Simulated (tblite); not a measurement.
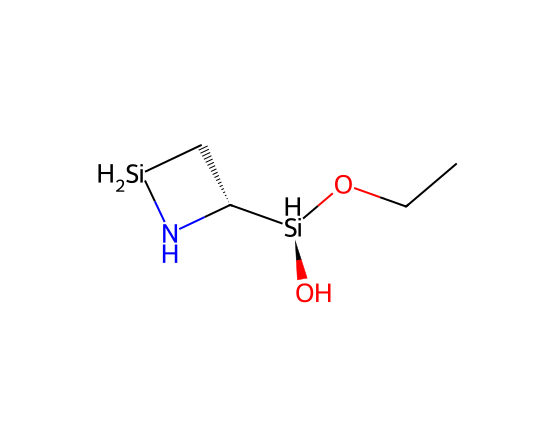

Figure made from data computed with tblite.

### Transcribe the drawing into SMILES.

CCO[Si@@H](O)[C@H]1C[SiH2]N1

### What is the molecular formula?

C4H13NO2Si2.

### An optimisation with GFN2-xTB gave a structure of which point group?

C1.
